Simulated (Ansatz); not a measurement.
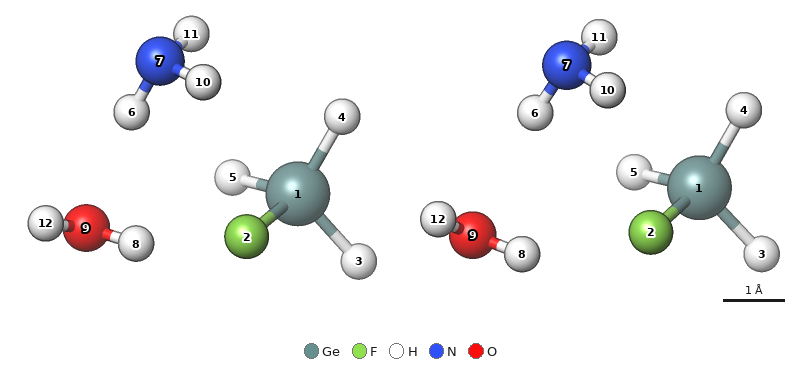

Two geometries of GeNH8OF, drawn at one scale. One is the start of a relaxation, the other its converged end. A ball-and-stick model, seen at a tilt.

These are results of Ansatz 0.2.0, RKS PBE-D4/def2-SVP, not measurements. Settings: no spin polarisation; force threshold 0.03 eV/Å; at most 50 steps.

Which geometry has the lower energy?

Answer. The left one is the relaxed one. The run prepares an end point of a later path (reaction) calculation, from a guessed geometry. The atom that moves furthest after the best rigid fit is H8 (0.29 Å). Largest moves by element: H 0.29 Å, O 0.26 Å, N 0.14 Å, Ge 0.11 Å, F 0.10 Å. Among the contacts that change: Ge1–F2 1.776 → 1.788 Å, H6–N7 1.026 → 1.034 Å, H8–O9 0.976 → 0.983 Å. The energy falls by 0.062 eV in 5 accepted moves (6 points after the start). The largest force component goes from 0.23 to 0.022 eV/Å. The line search rejected the trial step at point 5 of the run. Cost: 11 s on 2 threads of Intel(R) Xeon(R) Platinum 8488C (Sapphire Rapids), on a shared host, peak memory 0.17 GiB.
